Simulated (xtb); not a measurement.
**InHF2: geometry relaxation (part 2 of 2)**

Continued. System: InHF2, SMILES [F][InH][F]. Method: GFN1-xTB (xtb 6.7.1). The geometry comes from this level: PBE0-D4/def2-TZVP.

Geometry of the input (Å):
```
F  -1.6943  -0.6688  0.2417
In 0.0438  0.1138  -0.0884
F  1.3408  -1.0047  0.8112
H  0.3654  1.4994  -0.9848
```

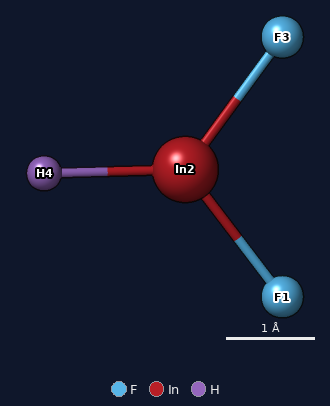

*The geometry at step 3 of the log (ball-and-stick view, seen at a tilt; atoms are numbered from 1 in the order of the input).*

**Output, continued**
```
 --------------------
F3-In2-F1=106.85               H4-In2-F1=126.58               H4-In2-F3=126.58

 selected dihedral angles (degree)
 ---------------------------------

           -------------------------------------------------
          |                Final Singlepoint                |
           -------------------------------------------------

          ...................................................
          :                      SETUP                      :
          :.................................................:
          :  # basis functions                  20          :
          :  # atomic orbitals                  19          :
          :  # shells                            9          :
          :  # electrons                        18          :
          :  # halogen bonds                     0          :
          :  max. iterations                   250          :
          :  Hamiltonian                  GFN1-xTB          :
          :  restarted?                      false          :
          :  GBSA solvation                  false          :
          :  PC potential                    false          :
          :  electronic temp.          300.0000000     K    :
          :  accuracy                    1.0000000          :
          :  -> integral cutoff          0.2500000E+02      :
          :  -> integral neglect         0.1000000E-07      :
          :  -> SCF convergence          0.1000000E-05 Eh   :
          :  -> wf. convergence          0.2000000E-04 e    :
          :  Broyden damping             0.4000000          :
          :  net charge                          0          :
          :  unpaired electrons                  0          :
          ...................................................

 iter      E             dE          RMSdq      gap      omega  full diag
   1    -12.3997263 -0.123997E+02  0.340E-08    6.03       0.0  T
   2    -12.3997263  0.710543E-14  0.205E-08    6.03  100000.0  T
   3    -12.3997263 -0.106581E-13  0.622E-10    6.03  100000.0  T

   *** convergence criteria satisfied after 3 iterations ***

         #    Occupation            Energy/Eh            Energy/eV
      -------------------------------------------------------------
         1        2.0000           -0.7840308             -21.3346
       ...           ...                  ...                  ...
         3        2.0000           -0.6360930             -17.3090
         4        2.0000           -0.4785650             -13.0224
         5        2.0000           -0.4708619             -12.8128
         6        2.0000           -0.4685694             -12.7504
         7        2.0000           -0.4599930             -12.5170
         8        2.0000           -0.4578050             -12.4575
         9        2.0000           -0.4570934             -12.4381 (HOMO)
        10                         -0.2353486              -6.4042 (LUMO)
        11                         -0.1559055              -4.2424
        12                         -0.1506247              -4.0987
        13                         -0.1455653              -3.9610
        14                         -0.1423587              -3.8738
       ...                                ...                  ...
        19                          0.6633356              18.0503
      -------------------------------------------------------------
                  HL-Gap            0.2217448 Eh            6.0340 eV
             Fermi-level           -0.3462210 Eh           -9.4212 eV

 SCC (total)                   0 d,  0 h,  0 min,  0.001 sec
 SCC setup                      ...        0 min,  0.000 sec (  2.376%)
 Dispersion                     ...        0 min,  0.000 sec (  0.585%)
 classical contributions        ...        0 min,  0.000 sec (  0.298%)
 integral evaluation            ...        0 min,  0.001 sec ( 35.072%)
 iterations                     ...        0 min,  0.000 sec ( 14.412%)
 molecular gradient             ...        0 min,  0.001 sec ( 43.159%)
 printout                       ...        0 min,  0.000 sec (  3.323%)

         :::::::::::::::::::::::::::::::::::::::::::::::::::::
         ::                     SUMMARY                     ::
         :::::::::::::::::::::::::::::::::::::::::::::::::::::
         :: total energy             -12.382405602199 Eh    ::
         :: gradient norm              0.000044544334 Eh/a0 ::
         :: HOMO-LUMO gap              6.033983226654 eV    ::
         ::.................................................::
         :: SCC energy               -12.399726275141 Eh    ::
         :: -> electrostatic           0.068344340044 Eh    ::
         :: repulsion energy           0.017837801956 Eh    ::
         :: dispersion energy         -0.000517129014 Eh    ::
         :: halogen bond corr.         0.000000000000 Eh    ::
         :: add. restraining           0.000000000000 Eh    ::
         :: total charge              -0.000000000000 e     ::
         :::::::::::::::::::::::::::::::::::::::::::::::::::::

           -------------------------------------------------
          |                Numerical Hessian                |
           -------------------------------------------------
step length          :   0.00500
SCC accuracy         :   0.30000
Hessian scale factor :   1.00000
frozen atoms in %    :   0.00000    0
RMS gradient         :   0.00004
estimated CPU  time      0.00 min

writing file <hessian>, containing the non-mass-weighted Hessian matrix in atomic units (Eₕ/Bohr²).

 projected vibrational frequencies (cm⁻¹)
eigval :       -0.00    -0.00     0.00     0.00     0.00     0.00
eigval :      131.73   234.54   373.67   456.36   484.73  2079.63
           -------------------------------------------------
          |                Property Printout                |
           -------------------------------------------------

    * Orbital Energies and Occupations

         #    Occupation            Energy/Eh            Energy/eV
      -------------------------------------------------------------
         1        2.0000           -0.7840308             -21.3346
         2        2.0000           -0.7610107             -20.7082
         3        2.0000           -0.6360930             -17.3090
         4        2.0000           -0.4785650             -13.0224
         5        2.0000           -0.4708619             -12.8128
         6        2.0000           -0.4685694             -12.7504
         7        2.0000           -0.4599930             -12.5170
         8        2.0000           -0.4578050             -12.4575
         9        2.0000           -0.4570934             -12.4381 (HOMO)
        10                         -0.2353486              -6.4042 (LUMO)
        11                         -0.1559055              -4.2424
        12                         -0.1506247              -4.0987
        13                         -0.1455653              -3.9610
        14                         -0.1423587              -3.8738
        15                         -0.1403766              -3.8198
        16                         -0.1019991              -2.7755
        17                         -0.0644678              -1.7543
        18                          0.1740025               4.7349
        19                          0.6633356              18.0503
      -------------------------------------------------------------
                  HL-Gap            0.2217448 Eh            6.0340 eV
             Fermi-level           -0.3462210 Eh           -9.4212 eV

  Mulliken/CM5 charges         n(s)   n(p)   n(d)
     1     -0.37397 -0.41190   1.795  5.579  0.000
     2      0.68557  0.70598   1.423  0.805  0.087
     3     -0.37397 -0.41190   1.795  5.579  0.000
     4      0.06237  0.11782   0.938  0.000  0.000
Molecule has the following symmetry elements: (C2) 2*(sigma)
It seems to be the C2v point group

Wiberg/Mayer (AO) data.
largest (>0.10) Wiberg bond orders for each atom

 ---------------------------------------------------------------------------
     #   Z sym  total        # sym  WBO       # sym  WBO       # sym  WBO
 ---------------------------------------------------------------------------
     1   9      1.037 --     2      0.803     4      0.146
     2  49      2.319 --     1      0.803     3      0.803     4      0.713
     3   9      1.037 --     2      0.803     4      0.146
     4   1      1.004 --     2      0.713     3      0.146     1      0.146
 ---------------------------------------------------------------------------

Topologies differ in total number of bonds
Writing topology from bond orders to xtbtopo.mol

 dipole moment from electron density (au)
     X       Y       Z
   0.3730   1.6074  -1.0398  total (Debye):    4.957

           -------------------------------------------------
          |                Geometry Summary                 |
           -------------------------------------------------

      molecular mass/u    :      153.8228337
   center of mass at/Å    :       -0.0076411      -0.1080107       0.0550387
  moments of inertia/u·Å² :        0.3957515E+02   0.8685485E+02   0.1264300E+03
rotational constants/cm⁻¹ :        0.4259651E+00   0.1940897E+00   0.1333357E+00

 * 3 selected distances

     #   Z          #   Z                                           value/Å
     1   9          2  49                                         1.8826537 (max)
     2  49          3   9                                         1.8826537
     2  49          4   1                                         1.6289872 (min)

 * 2 distinct bonds (by element types)

   Z      Z             #   av. dist./Å        max./Å        min./Å
   1 H   49 In          1     1.6289872     1.6289872     1.6289872
   9 F   49 In          2     1.8826537     1.8826537     1.8826537

           -------------------------------------------------
          |               Frequency Printout                |
           -------------------------------------------------
 projected vibrational frequencies (cm⁻¹)
eigval :       -0.00    -0.00     0.00     0.00     0.00     0.00
eigval :      131.73   234.54   373.67   456.36   484.73  2079.63
 reduced masses (amu)
    1:     20.62    2:     14.96    3:     28.61    4:     23.88    5:     24.11    6:      9.68
    7:     20.87    8:      1.11    9:      1.05   10:     20.13   11:     20.00   12:      1.02
 IR intensities (km·mol⁻¹)
    1:      3.62    2:      5.60    3:      1.50    4:      3.58    5:      2.08    6:     18.08
    7:     25.35    8:     15.92    9:     26.17   10:     63.29   11:    109.75   12:    323.21
 Raman intensities (Ä⁴*amu⁻¹)
    1:      0.00    2:      0.00    3:      0.00    4:      0.00    5:      0.00    6:      0.00
    7:      0.00    8:      0.00    9:      0.00   10:      0.00   11:      0.00   12:      0.00
 output can be read by thermo (or use thermo option).
 writing <g98.out> molden fake output.
 recommended (thermochemical) frequency scaling factor: 1.0
           -------------------------------------------------
          |             Thermodynamic Functions             |
           -------------------------------------------------

c2v symmetry found (for desy threshold:  0.10E+00) used in thermo

          ...................................................
          :                      SETUP                      :
          :.................................................:
          :  # frequencies                           6      :
          :  # imaginary freq.                       0      :
          :  linear?                             false      :
          :  only rotor calc.                    false      :
          :  symmetry                              c2v      :
          :  rotational number                       2      :
          :  scaling factor                  1.0000000      :
          :  rotor cutoff                   50.0000000 cm⁻¹ :
          :  imag. cutoff                  -20.0000000 cm⁻¹ :
          :.................................................:

    mode    ω/cm⁻¹     T·S(HO)/kcal·mol⁻¹    T·S(FR)/kcal·mol⁻¹   T·S(vib)
   ------------------------------------------------------------------------
       1    131.73    -0.87078 ( 97.97%)    -0.76912 (  2.03%)    -0.86871
       2    234.54    -0.54976 ( 99.79%)    -0.59842 (  0.21%)    -0.54986
   ------------------------------------------------------------------------

   temp. (K)  partition function   enthalpy   heat capacity  entropy
                                   cal/mol     cal/K/mol   cal/K/mol   J/K/mol
 298.15  VIB   4.67                 1264.185      7.854      7.298
         ROT  0.252E+05              888.727      2.981     23.119
         INT  0.118E+06             2152.912     10.835     30.417
         TR   0.584E+26             1481.212      4.968     41.002
         TOT                        3634.1244    15.8033    71.4184   298.8145

       T/K    H(0)-H(T)+PV         H(T)/Eh          T*S/Eh         G(T)/Eh
   ------------------------------------------------------------------------
    298.15    0.579135E-02    0.143588E-01    0.339332E-01   -0.195744E-01
   ------------------------------------------------------------------------

         :::::::::::::::::::::::::::::::::::::::::::::::::::::
         ::                  THERMODYNAMIC                  ::
         :::::::::::::::::::::::::::::::::::::::::::::::::::::
         :: total free energy         -12.401980000987 Eh   ::
         ::.................................................::
         :: total energy              -12.382405602199 Eh   ::
         :: zero point energy           0.008567427820 Eh   ::
         :: G(RRHO) w/o ZPVE           -0.028141826609 Eh   ::
         :: G(RRHO) contrib.           -0.019574398788 Eh   ::
         :::::::::::::::::::::::::::::::::::::::::::::::::::::

optimized geometry written to: xtbopt.xyz

           -------------------------------------------------
          | TOTAL ENERGY              -12.382405602199 Eh   |
          | TOTAL ENTHALPY            -12.368046828528 Eh   |
          | TOTAL FREE ENERGY         -12.401980000987 Eh   |
          | GRADIENT NORM               0.000044544333 Eh/α |
          | HOMO-LUMO GAP               6.033983226715 eV   |
           -------------------------------------------------

------------------------------------------------------------------------
------------------------------------------------------------------------
 total:
 *  cpu-time:     0 d,  0 h,  0 min,  0.055 sec
 * ratio c/w:     1.000 speedup
 SCF:
 *  cpu-time:     0 d,  0 h,  0 min,  0.002 sec
 * ratio c/w:     1.000 speedup
 ANC optimizer:
 *  cpu-time:     0 d,  0 h,  0 min,  0.012 sec
 * ratio c/w:     1.000 speedup
 analytical hessian:
 *  cpu-time:     0 d,  0 h,  0 min,  0.037 sec
 * ratio c/w:     1.000 speedup
```

**File vibspectrum**
```
$vibrational spectrum
#  mode     symmetry     wave number   IR intensity    selection rules
#                         cm**(-1)      (km*mol⁻¹)        IR
     1                      -0.00         0.00000          -
     2                      -0.00         0.00000          -
     3                       0.00         0.00000          -
     4                       0.00         0.00000          -
     5                       0.00         0.00000          -
     6                       0.00         0.00000          -
     7        a            131.73        25.35370         YES
     8        a            234.54        15.92415         YES
     9        a            373.67        26.16952         YES
    10        a            456.36        63.28514         YES
    11        a            484.73       109.75110         YES
    12        a           2079.63       323.20992         YES
$end
```

**File xtbopt.xyz**
```
4
 energy: -12.382405602199 gnorm: 0.000044544334 xtb: 6.7.1 (unknown-commit)
F           -1.64849354015711       -0.64946823062034        0.23389945754208
In           0.04331650368089        0.11157002269737       -0.08701129382969
F            1.30601337745614       -0.97647867542737        0.78827768315751
H            0.35486327242873        1.45407655627692       -0.95546593605607
```

**Trajectory as extended XYZ (Å, eV, eV/Å), 6 frames, from step=0 to step=5**
```
4
Properties=species:S:1:pos:R:3 step=0 energy=-336.89426
F    -1.6943   -0.6688    0.2417
In    0.0438    0.1138   -0.0884
F     1.3408   -1.0047    0.8112
H     0.3654    1.4994   -0.9848
4
Properties=species:S:1:pos:R:3 step=1 energy=-336.93008
F    -1.6722   -0.6526    0.2333
In    0.0457    0.1218   -0.0936
F     1.3272   -0.9845    0.7961
H     0.3551    1.4550   -0.9560
4
Properties=species:S:1:pos:R:3 step=2 energy=-336.94127
F    -1.6602   -0.6463    0.2304
In    0.0433    0.1114   -0.0869
F     1.3185   -0.9760    0.7893
H     0.3540    1.4505   -0.9532
4
Properties=species:S:1:pos:R:3 step=3 energy=-336.94240
F    -1.6505   -0.6476    0.2324
In    0.0430    0.1100   -0.0860
F     1.3087   -0.9751    0.7877
H     0.3545    1.4524   -0.9544
4
Properties=species:S:1:pos:R:3 step=4 energy=-336.94242
F    -1.6489   -0.6495    0.2339
In    0.0433    0.1115   -0.0870
F     1.3064   -0.9766    0.7884
H     0.3549    1.4543   -0.9556
4
Properties=species:S:1:pos:R:3 step=5 energy=-336.94242
F    -1.6485   -0.6495    0.2339
In    0.0433    0.1116   -0.0870
F     1.3060   -0.9765    0.7883
H     0.3549    1.4541   -0.9555
```

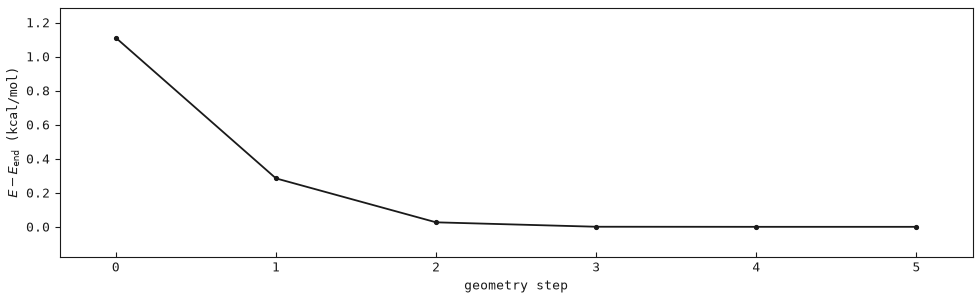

*Progress of the relaxation, step by step (steps are counted from 0).*

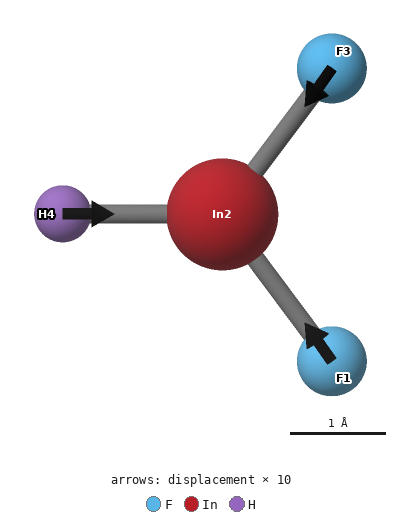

*The starting structure with the displacements as black arrows, magnified 10 times (ball-and-stick view, seen on its broad side). The two geometries are laid on each other by the best rigid fit.*

Over 5 geometry steps the energy falls by 1.11 kcal/mol. H4 moves most after the best rigid fit: 0.055 Å. Largest moves by element: H 0.055 Å, F 0.050 Å, In 0.003 Å. Among the contacts that change: In2–H4 1.681 → 1.629 Å, F1–In2 1.935 → 1.883 Å. (Atoms are counted from 1 in the order of the input.)

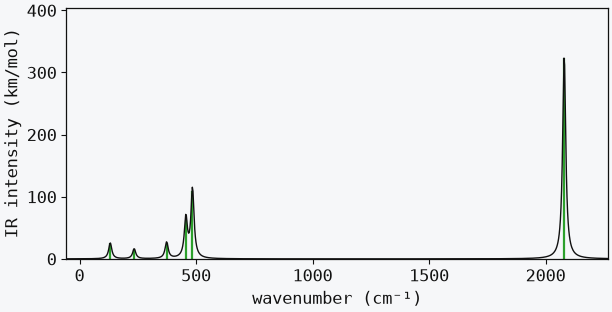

*Harmonic infrared spectrum, unscaled: sticks (degenerate modes added up, dark ones marked on the axis) with a Lorentzian envelope of 16 cm⁻¹ full width, scaled to the tallest stick.*

6 modes from 132 to 2080 cm⁻¹, none imaginary. The strongest line is at 2080 cm⁻¹ (323 km/mol). All modes, in cm⁻¹ (km/mol): 132 (25), 235 (15.9), 374 (26), 456 (63), 485 (110), 2080 (323).

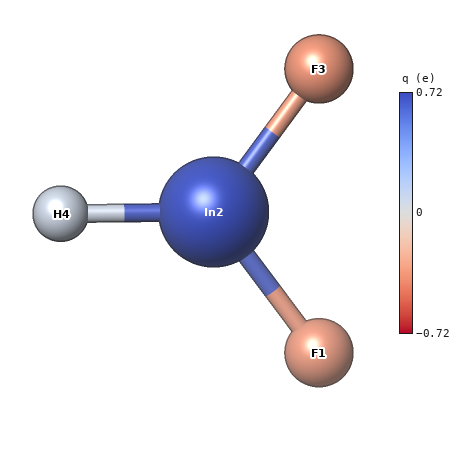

*Mulliken charges, as the colour of each atom (ball-and-stick view, seen at a tilt; atoms are numbered from 1 in the order of the input).*

By element: F −0.37, In +0.69 and H +0.06 e.

**Key numbers**

| quantity | value |
| --- | --- |
| outcome | converged |
| electrons treated | 18 |
| total energy | −12.382406 hartree |
| dispersion energy | −0.000517 hartree |
| basis functions | 20 |
| HOMO | −12.44 eV |
| LUMO | −6.40 eV |
| zero-point energy | 0.008567 hartree |
| dipole moment | 4.96 D |
| wavenumbers, lowest and highest | 132 and 2080 cm⁻¹ |
| peak memory | 0.074 GiB |
